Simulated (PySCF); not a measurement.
# How the numerical set-up moves the result for O2 (triplet)

Which parts of the numerical set-up matter for O2 (triplet)? Each run edits the base script.

The runs use PySCF 2.14.0; each script names its method and basis.

**1. The system as given**

O2 (triplet): 2 atoms, charge 0, spin multiplicity 3.

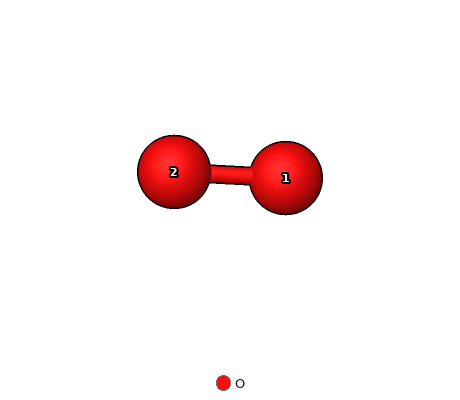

The starting geometry (oxygen red); atoms are numbered from 1 in the order of the file.

**2. The base run**

Contents of input.py:

```python
from pyscf import gto, dft

mol = gto.M(
    atom='O 0 0 0; O 0 0 1.2',
    basis='ano-rcc-vdzp',
    charge=0,
    spin=2,
    verbose=4,
)
mf = dft.UKS(mol, xc='b3lyp')
mf = mf.sfx2c1e()
mf.kernel()
mf.dip_moment()
print('orbital energies (hartree):', [e[max(0, n-3):n+3].round(4) for e, n in zip(mf.mo_energy, mol.nelec)])
```

Launch:

```
$ OMP_NUM_THREADS=1 python input.py
```

The log of this run is left out.

Base result: E(SCF) = -150.490575 Eh, 7 cycles, ⟨S²⟩ = 2.009, μ = 0.00 D.

The bond length is a typed value, not an optimised one. The triplet is typed in the script; nothing here shows that it is the ground state.

**3. Integration grid (50, 194)**

Variant 1 changes integration grid: default → (50, 194).

Contents of input.py:

```python
from pyscf import gto, dft

mol = gto.M(
    atom='O 0 0 0; O 0 0 1.2',
    basis='ano-rcc-vdzp',
    charge=0,
    spin=2,
    verbose=4,
)
mf = dft.UKS(mol, xc='b3lyp')
mf = mf.sfx2c1e()
mf.grids.atom_grid = (50, 194)
mf.kernel()
mf.dip_moment()
print('orbital energies (hartree):', [e[max(0, n-3):n+3].round(4) for e, n in zip(mf.mo_energy, mol.nelec)])
```

Launch:

```
$ OMP_NUM_THREADS=1 python input.py
```

**4. Pcseg-1 (X2C off)**

Variant 2 changes basis set: ano-rcc-vdzp → pcseg-1; spin-free X2C: on → off.

Changes to input.py since step 2:

```diff
@@ -4,3 +4,3 @@
     atom='O 0 0 0; O 0 0 1.2',
-    basis='ano-rcc-vdzp',
+    basis='pcseg-1',
     charge=0,
@@ -10,3 +10,2 @@
 mf = dft.UKS(mol, xc='b3lyp')
-mf = mf.sfx2c1e()
 mf.kernel()
```

**5. Cc-pcvdz (X2C off)**

Variant 3 changes basis set: ano-rcc-vdzp → cc-pcvdz; spin-free X2C: on → off.

Changes to input.py since step 2:

```diff
@@ -4,3 +4,3 @@
     atom='O 0 0 0; O 0 0 1.2',
-    basis='ano-rcc-vdzp',
+    basis='cc-pcvdz',
     charge=0,
@@ -10,3 +10,2 @@
 mf = dft.UKS(mol, xc='b3lyp')
-mf = mf.sfx2c1e()
 mf.kernel()
```

**Question.** What will these runs give? Wanted: for each run, E(SCF); from base; gap, α spin.

**Answer**, as computed:

| run | E(SCF) (hartree) | from base (eV) | cycles | gap, α spin (eV) | functions |
| --- | --- | --- | --- | --- | --- |
| base | -150.490575 | 0 | 7 | 12.25 | 28 |
| integration grid (50, 194) | -150.490574 | 0.0000 | 7 | 12.25 | 28 |
| pcseg-1 (X2C off) | -150.293871 | not comparable | 7 | 13.75 | 28 |
| cc-pcvdz (X2C off) | -150.336333 | not comparable | 7 | 14.03 | 36 |

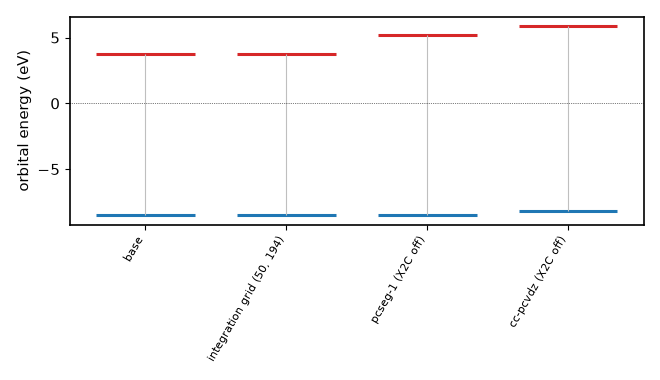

Highest filled (blue) and lowest empty (red) level of each run. Open-shell runs show the α spin alone.

In words: With integration grid (50, 194) the SCF ends at the base energy.
